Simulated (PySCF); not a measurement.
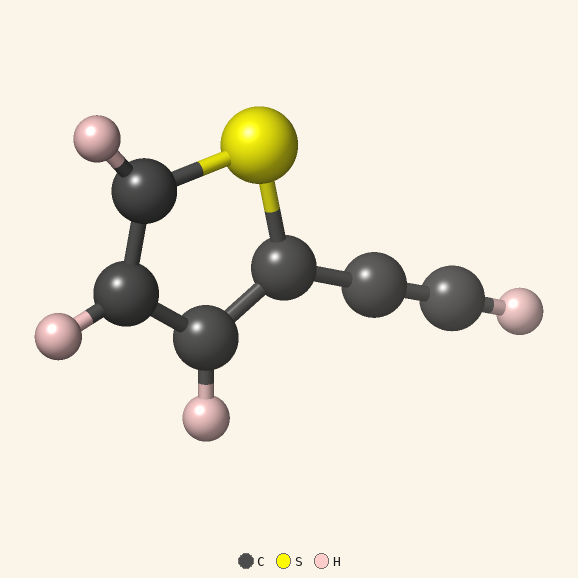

The picture shows a molecular structure as a ball-and-stick model. Every bond is drawn as one stick, whatever its order.

The geometry was computed by an optimisation with GFN2-xTB. No frequency run is at hand to confirm it as a minimum.

Count the atoms of each element.

C₆H₄S, 11 atoms: 6 carbon, 4 hydrogen and 1 sulfur.

Describe its rings.

Independent rings (smallest set): 1 of 5 members, 1 of them aromatic.

Count the bonded pairs by element.

5 C–C, 4 C–H, 2 C–S.

What is its SMILES?

C#Cc1cccs1

More results for the same structure follow; atom numbers are the same in all pictures, views and colours differ.

## Shape

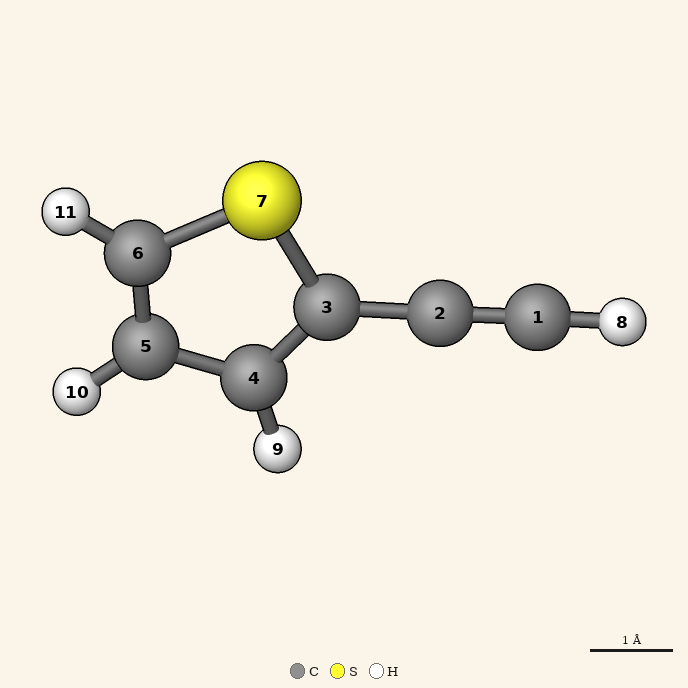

No frequency run is at hand to confirm it as a minimum.

Which atoms are bonded, and how long are the bonds?

| bond | length (Å) | order |
| --- | --- | --- |
| C1–C2 | 1.202 | triple |
| C1–H8 | 1.049 | single |
| C2–C3 | 1.398 | delocalised |
| C3–C4 | 1.368 | aromatic |
| C3–S7 | 1.742 | aromatic |
| C4–C5 | 1.408 | aromatic |
| C4–H9 | 1.075 | single |
| C5–C6 | 1.359 | aromatic |
| C5–H10 | 1.075 | single |
| C6–S7 | 1.718 | aromatic |
| C6–H11 | 1.072 | single |

## Ring current

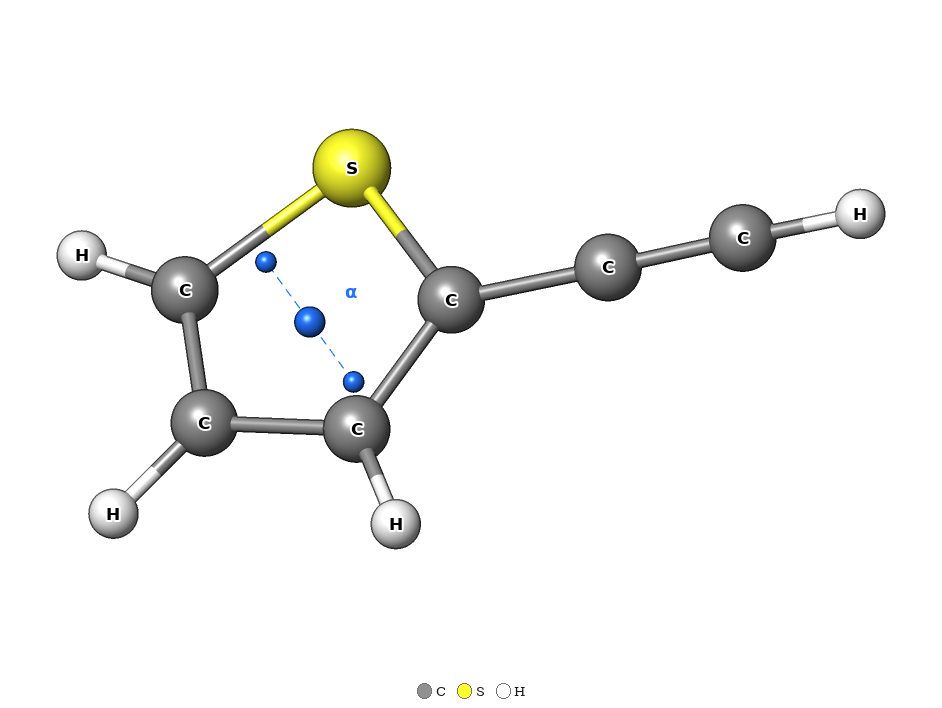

The small points mark where nucleus-independent chemical shifts (NICS) were computed: at the centre of each lettered ring and 1 Å above and below it. No frequency run is at hand to confirm it as a minimum. Level of theory: GIAO PBE0/pcSseg-1 NMR shielding, non-relativistic, gas phase (PySCF 2.14.0).

Give NICS(0), NICS(1) and the out-of-plane component NICS(1)zz for each ring (means of the two sides).

| ring | members | NICS(0) | NICS(1) | NICS(1)zz |
| --- | --- | --- | --- | --- |
| α | C4S | −12.9 | −11.2 | −25.8 |

Values in ppm.

What do the values say about the ring currents?

Ring α: diatropic, as in an aromatic ring. NICS is one index among several.

## Electronic properties

No frequency run is at hand to confirm it as a minimum. Level of theory: PBE0/pcSseg-1, gas phase (PySCF 2.14.0).

Estimate the HOMO energy (Kohn–Sham orbital).

−6.64 eV.

What is the HOMO–LUMO gap?

5.42 eV.

What is the dipole moment?

0.89 D.

## NMR shielding

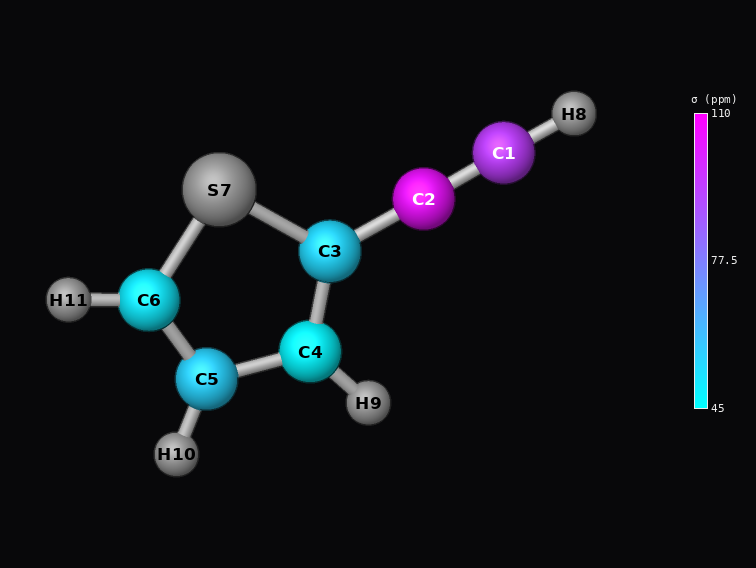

Atoms are coloured by their isotropic NMR shieldings (C only, the others grey). No frequency run is at hand to confirm it as a minimum. Method: GIAO PBE0/pcSseg-1 NMR shielding, non-relativistic, gas phase (PySCF 2.14.0).

Which C atom is the most shielded (lowest chemical shift)?

C2 (105.3 ppm).

Which C atom is the least shielded (highest chemical shift)?

C4 (47.2 ppm).

How wide is the range of C shifts?

58.1 ppm.

List the isotropic NMR shieldings of the C atoms.

```json
{"atom": "C1", "σ (ppm)": "93.8"}
{"atom": "C2", "σ (ppm)": "105.3"}
{"atom": "C3", "σ (ppm)": "54.6"}
{"atom": "C4", "σ (ppm)": "47.2"}
{"atom": "C5", "σ (ppm)": "56.0"}
{"atom": "C6", "σ (ppm)": "50.0"}
```
